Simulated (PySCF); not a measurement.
A series of small molecules: tetrahydrides MH4.

Gas-phase molecules at GFN2-xTB geometries (not checked as minima at the level of the calculation), wB97X/def2-TZVP with PySCF. The ionisation energy is E(cation) − E(neutral) at fixed geometry, without spin-orbit coupling; where the highest orbital is degenerate, the cation is one component. LUMO energies depend on the basis. GFN2-xTB bonds to atoms past the second row can be off by 0.02 to 0.07 Å and angles by up to several degrees, which can move orbital and ionisation energies by up to 0.5 eV and charges by 0.01 to 0.02 e, so small steps and misses may come from the geometries. Volumes are summed on a coarse grid and good to about 2 %. Core potentials replace the inner electrons of Pb and Sn. Electronegativities are Pauling's, radii Cordero's.

```
molecule  electronegativity of M  covalent radius of M (Å)  Hirshfeld charge of the central atom (e)  HOMO energy (eV)  vertical ionisation energy (eV)  HOMO–LUMO gap (eV)  volume inside the 0.001 a.u. surface (Å³)
     CH4                    2.55                      0.76                                    −0.183            −13.62                            14.21               17.39                                         42
    SiH4                    1.90                      1.11                                     0.308            −12.43                            12.74               15.58                                         62
    GeH4                    2.01                      1.20                                         ?                 ?                                ?                   ?                                          ?
    SnH4                    1.96                      1.39                                     0.418            −11.68                            11.94               14.34                                         75
    PbH4                    2.33                      1.46                                     0.383            −11.31                            11.51               13.24                                         79
```

The results for GeH4 are withheld.

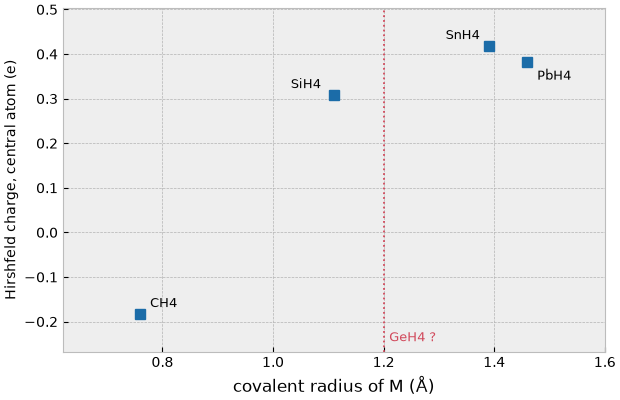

Fit a straight line to the Hirshfeld charge of the central atom against the covalent radius of M for the given members and predict GeH4.

Answer. A least-squares line through the four given members is y = −0.741 + 0.824 x, with R² = 0.88 and a scatter of 0.121 e; SiH4 lies farthest from it (+0.134 e). At x = 1.20 it gives 0.248 e. For a new member the 90 % prediction interval is ±0.394 e. The slope hangs largely on CH4, which lies far from the others. The misses run in a curve, so a straight line is a rough model here.

How does the computed value compare?

Answer. The calculation gives 0.280 e, 0.032 e above the estimate (0.3 times the scatter, 5 % of the range of the series): inside the prediction interval, which is so wide that this tests little. Its other results: HOMO energy −12.24 eV, vertical ionisation energy 12.57 eV, HOMO–LUMO gap 15.65 eV and volume inside the 0.001 a.u. surface 65 Å³.

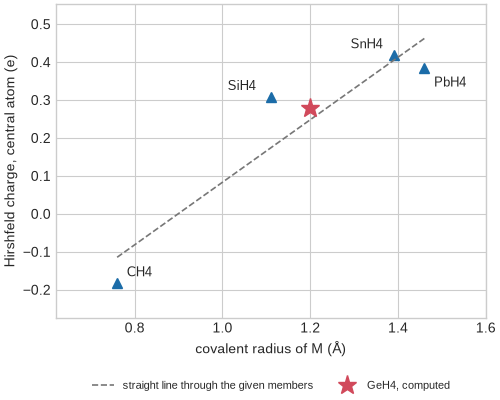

Over the series −ε(HOMO) lies 0.20 to 0.60 eV below the ionisation energy from total-energy differences. The pairing was chosen among those with R² above 0.80; series and pairings with weaker trends are left out of this set.

The single runs took from 1.8 s to 49 s, on 1 thread of shared hosts (four kinds of processor).
